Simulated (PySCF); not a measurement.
**doublet GeH3Br−: levels of theory compared**

Wanted: a comparison of 4 runs (UHF/3-21G, UB3LYP/6-31G*, UB2PLYP/aug-cc-pVDZ, UCAM-B3LYP/aug-cc-pVDZ) of doublet GeH3Br−. The job is set up through a Python script.

The calculation is run with PySCF 2.14.0.

1 further run of the same task is left out (set aside as unsound or not needed).

## (1) The system as given

GeH3Br− has 5 atoms, charge -1, and is taken as a doublet. SMILES of the parent species: `[GeH3][Br]`. The coordinates come from a PBE0-D4/def2-TZVP relaxation. That shape belongs to the parent species and isn't relaxed for this state.

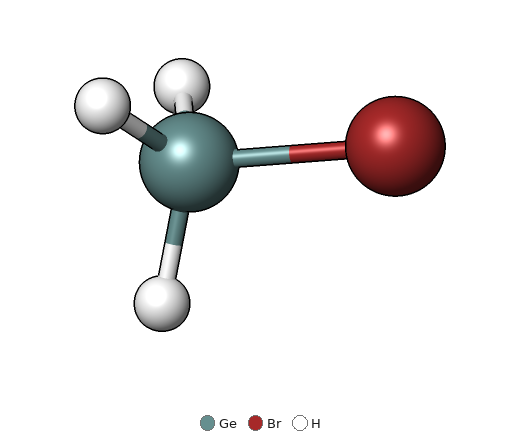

Viewed from a chosen angle; germanium teal, bromine red, hydrogen white.

## (2) A single-point energy at UHF/3-21G (run 1)

Contents of calc.py:

```python
from pyscf import gto

molecule = gto.M(
    atom='''
Ge     0.139040     0.013690    -0.129150
Br    -1.548450    -0.152490     1.438270
H      0.128210     1.452190    -0.655100
H     -0.172230    -0.995930    -1.238090
H      1.453450    -0.317450     0.584070
''',
    charge=-1,
    basis='3-21g',
    max_memory=1860,
    verbose=3,
    spin=1,
)

hf = molecule.UHF()
hf.conv_tol = 1e-10
hf.kernel()
if not hf.converged:
    hf = hf.newton().run(hf.mo_coeff, hf.mo_occ)

e_tot = hf.e_tot
print(f'total energy: {e_tot:.8f} hartree')
```

On the command line:

```console
OMP_NUM_THREADS=1 python calc.py
```

What it wrote:

```text
converged SCF energy = -4627.05156386187  <S^2> = 0.76183609  2S+1 = 2.0118013
total energy: -4627.05156386 hartree
```

It took 1.2 s on 1 thread of Arm Neoverse V1, shared host; peak memory 0.12 GiB.

## (3) The energy at UB3LYP/6-31G(d) (spherical functions) (run 2)

Contents of geometry.xyz:

```xyz
5

Ge     0.139040     0.013690    -0.129150
Br    -1.548450    -0.152490     1.438270
H      0.128210     1.452190    -0.655100
H     -0.172230    -0.995930    -1.238090
H      1.453450    -0.317450     0.584070
```

Contents of run.py:

```python
from pyscf import gto, dft

system = gto.M(
    atom='geometry.xyz',
    max_memory=1860,
    basis='6-31g*',
    verbose=4,
    charge=-1,
    spin=1,
)

mf = dft.UKS(system)
mf.xc = 'b3lyp'
mf.conv_tol = 1e-10
mf.grids.level = 5
mf.kernel()
if not mf.converged:
    mf = mf.newton().run(mf.mo_coeff, mf.mo_occ)

e_final = mf.e_tot
print('E(%s) = %.9f' % ('B3LYP', e_final))
```

On the command line:

```console
OMP_NUM_THREADS=1 python run.py
```

What it wrote:

```text
PySCF version 2.14.0

[... 54 lines left out ...]
WARN: HOMO -0.0565845842732182 >= LUMO -0.0565845842732084
[... 46 lines left out ...]
converged SCF energy = -4652.42851704891  <S^2> = 0.75143108  2S+1 = 2.0014306
E(B3LYP) = -4652.428517049
```

Wall time 22 s (1 thread of Arm Neoverse V1, shared host); peak memory 0.39 GiB.

Run 3 isn't shown in full; the table further down has it.

## (4) The energy at UCAM-B3LYP/aug-cc-pVDZ (run 4)

Contents of run.py:

```python
from pyscf import gto, dft

mol = gto.M(
    atom='''
Ge   0.139040   0.013690  -0.129150
Br  -1.548450  -0.152490   1.438270
H    0.128210   1.452190  -0.655100
H   -0.172230  -0.995930  -1.238090
H    1.453450  -0.317450   0.584070
''',
    charge=-1,
    spin=1,
    basis='aug-cc-pvdz',
    max_memory=1860,
    verbose=3,
)

ks = dft.UKS(mol, xc='cam-b3lyp')
ks.conv_tol = 1e-10
ks.grids.level = 5
ks.kernel()
if not ks.converged:
    ks = ks.newton().run(ks.mo_coeff, ks.mo_occ)

energy = ks.e_tot
print('Final energy', energy)
```

On the command line:

```console
OMP_NUM_THREADS=1 python run.py
```

What it wrote:

```text
WARN: HOMO -0.0373859651256359 >= LUMO -0.0373859651256363

converged SCF energy = -4653.16283538384  <S^2> = 0.75083968  2S+1 = 2.0008395
Final energy -4653.162835383842
```

Wall time 72 s (1 thread of Arm Neoverse V1, shared host); peak memory 0.53 GiB.

## (5) All runs side by side

| run | level | integration grid | frozen core orbitals | energy (Eh) | HOMO energy (eV) | LUMO energy (eV) | ⟨S²⟩ | wall time |
| --- | --- | --- | --- | --- | --- | --- | --- | --- |
| 1 | UHF/3-21G | – | – | -4627.051564 | 1.99 | 9.39 | 0.762 | 1.2 s |
| 2 | UB3LYP/6-31G* (spherical functions) | 5 | – | -4652.428517 | 3.14 | 4.89 | 0.751 | 22 s |
| 3 | UB2PLYP/aug-cc-pVDZ | 5 | 18 | -4652.077277 | 1.23 | 3.24 | 0.751 | 46 s |
| 4 | UCAM-B3LYP/aug-cc-pVDZ | 5 | – | -4653.162835 | 0.90 | 3.14 | 0.751 | 72 s |

## (6) Summary of results

```
                                 quantity           value
                      run 4: total energy  -4653.16284 Eh
run 4: HOMO energy (highest over α and β)         0.90 eV
 run 4: LUMO energy (lowest over α and β)         3.14 eV
                              run 4: ⟨S²⟩           0.751
```

**Reading.** Totals of different functionals can't be ranked against each other. In runs 1, 2, 3, 4 the HOMO lies above zero, so the outermost electron may be held by the basis alone. All runs together took 2.4 min, the longest 72 s.
